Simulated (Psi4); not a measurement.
# [NO3]− (nitrate): HF/cc-pVTZ (ints tolerance 1e-06, sweep point 3)

What is the vertical ionisation energy of [NO3]− (nitrate) at HF/cc-pVTZ (ints tolerance 1e-06, sweep point 3)? Input form: a Python script.

Program for the calculation: Psi4 1.11.

4 further runs of the same task are left out: 4 set aside as unsound or not needed.

## 1. Starting point

[NO3]− has 4 atoms, charge -1, and is taken as a singlet. As SMILES, `O=[N+]([O-])[O-]`. The shape is that of a PBE0-D4/def2-TZVPD optimisation.

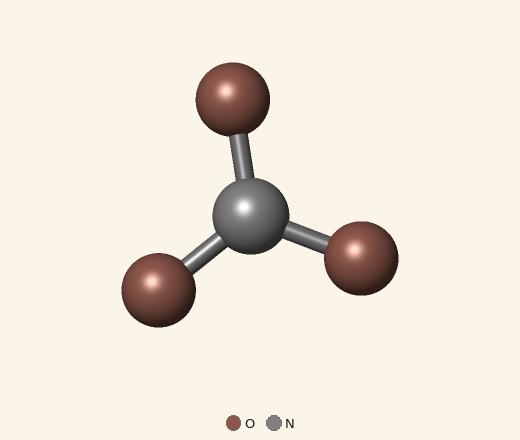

Viewed from a chosen angle; oxygen brown, nitrogen grey.

## 2. The energy at HF/cc-pVTZ (ints tolerance 1e-06, sweep point 3)

no3.py reads:

```python
import psi4

psi4.set_memory('1600 MB')
psi4.set_num_threads(1)
psi4.core.set_output_file('output.dat', False)

mol = psi4.geometry("""
-1 1
O      0.296520     0.524040     1.091530
N      0.000000     0.000000     0.000000
O      0.470440    -1.113360    -0.305120
O     -0.766950     0.589330    -0.786420
units angstrom
symmetry c1
""")

options = {'basis': 'cc-pVTZ', 'reference': 'rhf', 'puream': True, 'scf_type': 'direct', 'ints_tolerance': 1e-06, 'maxiter': 60}
psi4.set_options(options)

e = psi4.energy("hf", molecule=mol)
print('E =', round(e, 9))
```

The run is started by

```sh
$ python no3.py
```

output.dat:

```text
[...]
  Running in c1 symmetry.
[...]
  Nuclear repulsion =  118.372543486432107
[...]
  Multiplicity = 1
[...]
  Nalpha       = 16
  Nbeta        = 16
[...]
    Number of basis functions: 120
[...]
   @DF-RHF iter   1:  -278.80890088310372   -5.98193e-01   6.69912e-03 DIIS/ADIIS
[...]
   @RHF iter  10:  -279.02697555838620   -1.30408e-07   9.95051e-07 DIIS
[...]
    Orbital Energies [Eh]
    ---------------------
    Doubly Occupied:
       1A    -20.337274     2A    -20.337274     3A    -20.337197
       4A    -15.647071     5A     -1.391801     6A     -1.133058
       7A     -1.133057     8A     -0.625614     9A     -0.505565
      10A     -0.501417    11A     -0.501417    12A     -0.281782
      13A     -0.281781    14A     -0.229661    15A     -0.229660
      16A     -0.214209
[...]
  @RHF Final Energy:  -279.02697555838620
   => Energetics <=
    Nuclear Repulsion Energy =            118.3725434864321073
    One-Electron Energy =                -627.4233573440483269
    Two-Electron Energy =                 230.0238382992299933
    Total Energy =                       -279.0269755583861979
[...]
 Multipole Moments:
 ------------------------------------------------------------------------------------
     Multipole            Electronic (a.u.)      Nuclear  (a.u.)        Total (a.u.)
 ------------------------------------------------------------------------------------
 L = 1.  Multiply by 2.5417464519 to convert [e a0] to [Debye]
 Dipole X            :         -0.0000041            0.0000000           -0.0000040
 Dipole Y            :         -0.0000026            0.0000000           -0.0000026
 Dipole Z            :          0.0000051           -0.0000000            0.0000051
 Magnitude           :                                                    0.0000070
[...]
```

Standard output:

```text
E = -279.026975558
```

It took 3.9 s on 1 thread of Intel Xeon 6975P-C (Granite Rapids), shared host; peak memory 0.23 GiB.

## 3. Doublet neutral NO3, same level

job.py reads:

```python
import psi4

psi4.set_memory(1600000000)
psi4.set_num_threads(1)
psi4.core.set_output_file('psi4.out', False)

m = psi4.geometry("""
0 2
O      0.296520     0.524040     1.091530
N      0.000000     0.000000     0.000000
O      0.470440    -1.113360    -0.305120
O     -0.766950     0.589330    -0.786420
units angstrom
symmetry c1
""")

psi4.set_options({
    'reference': 'uhf',
    'puream': True,
    'scf_type': 'direct',
    'ints_tolerance': 1e-06,
    'maxiter': 100,
})

e, wfn = psi4.energy("scf/cc-pVTZ", return_wfn=True)
print(f'scf/cc-pVTZ energy: {e:.10f} Eh')
for k, v in sorted(psi4.core.scalar_variables().items()):
    print(f'{k:45s} {v:18.10f}')
```

The run is started by

```sh
$ python job.py
```

psi4.out:

```text
[...]
  Running in c1 symmetry.
[...]
  Nuclear repulsion =  118.372543486432107
[...]
  Multiplicity = 2
[...]
  Nalpha       = 16
  Nbeta        = 15
[...]
    Number of basis functions: 120
[...]
   @DF-UHF iter   1:  -278.67615534634814   -4.65447e-01   5.91177e-03 DIIS/ADIIS
[...]
   @UHF iter  13:  -278.86570880396545   -5.02337e-09   8.16056e-07 DIIS
[...]
   @S^2 Observed:                7.919115035E-01
[...]
    Orbital Energies [Eh]
    ---------------------
    Alpha Occupied:
       1A    -20.720496     2A    -20.720439     3A    -20.720373
       4A    -15.981032     5A     -1.738889     6A     -1.496366
       7A     -1.496330     8A     -0.971551     9A     -0.850838
      10A     -0.850831    11A     -0.830829    12A     -0.657399
      13A     -0.657374    14A     -0.613693    15A     -0.579827
      16A     -0.579781
    Alpha Virtual:
      17A      0.051320    18A      0.301165    19A      0.437274
      20A      0.437282    21A      0.550216    22A      0.575471
      23A      0.587353    24A      0.587353    25A      0.733552
[...]
  @UHF Final Energy:  -278.86570880396545
   => Energetics <=
    Nuclear Repulsion Energy =            118.3725434864321073
    One-Electron Energy =                -616.9278520978303959
    Two-Electron Energy =                 219.6895998074328418
    Total Energy =                       -278.8657088039654468
  UHF NO Occupations:
  HONO-2 :   14  A 1.9907277
  HONO-1 :   15  A 1.9907209
[...]
 Multipole Moments:
 ------------------------------------------------------------------------------------
     Multipole            Electronic (a.u.)      Nuclear  (a.u.)        Total (a.u.)
 ------------------------------------------------------------------------------------
 L = 1.  Multiply by 2.5417464519 to convert [e a0] to [Debye]
 Dipole X            :         -0.0002115            0.0000000           -0.0002114
 Dipole Y            :          0.0001744            0.0000000            0.0001744
 Dipole Z            :         -0.0001909           -0.0000000           -0.0001909
 Magnitude           :                                                    0.0003340
[...]
```

Standard output:

```text
scf/cc-pVTZ energy: -278.8657088040 Eh
CURRENT ENERGY                                   -278.8657088040
CURRENT REFERENCE ENERGY                         -278.8657088040
DD SOLVATION ENERGY                                 0.0000000000
HF KINETIC ENERGY                                 278.1625825474
HF POTENTIAL ENERGY                              -557.0282913514
HF TOTAL ENERGY                                  -278.8657088040
HF VIRIAL RATIO                                     2.0025277528
NUCLEAR REPULSION ENERGY                          118.3725434864
ONE-ELECTRON ENERGY                              -616.9278520978
PCM POLARIZATION ENERGY                             0.0000000000
PE ENERGY                                           0.0000000000
SCF ITERATION ENERGY                             -278.8657088040
SCF ITERATIONS                                     13.0000000000
SCF TOTAL ENERGY                                 -278.8657088040
TWO-ELECTRON ENERGY                               219.6895998074
```

Run time: 5.7 s. Hardware: 1 thread of Intel Xeon 6975P-C (Granite Rapids), shared host; peak memory 0.23 GiB.

## 4. Results

Level: HF/cc-pVTZ (ints tolerance 1e-06, sweep point 3).

| quantity | value |
| --- | --- |
| singlet [NO3]−: total energy | -279.02698 Eh |
| singlet [NO3]−: HOMO energy | -5.83 eV |
| singlet [NO3]−: LUMO energy | 10.10 eV |
| singlet [NO3]−: HOMO–LUMO gap (to an unbound level, set by the basis) | 15.93 eV |
| doublet neutral NO3: total energy | -278.86571 Eh |
| doublet neutral NO3: dipole moment | 0.00 D |
| doublet neutral NO3: HOMO energy (highest over α and β) | -12.67 eV |
| doublet neutral NO3: LUMO energy (lowest over α and β) | -3.02 eV |
| doublet neutral NO3: ⟨S²⟩ | 0.792 |
| vertical detachment energy (to the doublet neutral) | 4.388 eV |

In words: Removing an electron at fixed nuclei costs 4.39 eV (101 kcal/mol). The negative HOMO energy of the first species, 5.83 eV, lies 1.44 eV above that difference.
